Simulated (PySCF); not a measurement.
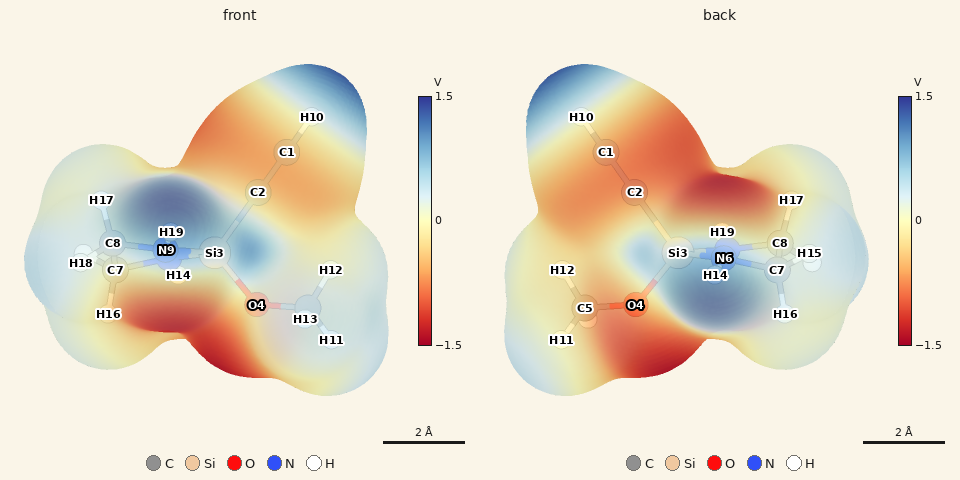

Figure 1: C₅H₁₀N₂OSi. The molecular electrostatic potential painted on the density surface at 0.001 e/bohr³, seen from the front and from behind; red is negative and blue positive.

Geometry: PBE0-D3(BJ)/def2-SVP.

Computed with PBE0/pcSseg-1, SCF density, gas phase, non-relativistic in PySCF 2.14.0.

```xyz
19

C     1.0653    3.0389    0.2250
C     0.7396    1.8744    0.0788
Si    0.2346    0.1126   -0.1031
O     1.6473   -0.7460   -0.0786
C     2.8386   -0.4719    0.5990
N    -0.7280   -0.2488   -1.4789
C    -1.8995   -1.0188   -1.0917
C    -2.2501   -0.5816    0.3335
N    -0.9870   -0.3608    1.0183
H     1.3434    4.0708    0.3463
H     3.6734   -0.9553    0.0675
H     3.0467    0.6117    0.6555
H     2.8154   -0.8723    1.6282
H    -0.3393   -0.4591   -2.3890
H    -2.7542   -0.8305   -1.7633
H    -1.7052   -2.1103   -1.1035
H    -2.8686    0.3376    0.2917
H    -2.8552   -1.3612    0.8278
H    -1.0562   -0.0082    1.9641
```

Q: Where is the surface potential most negative and most positive?

A: The most negative region (about −1.4 V) lies over O4 and N6, the most positive (about +1.3 V) over H10.
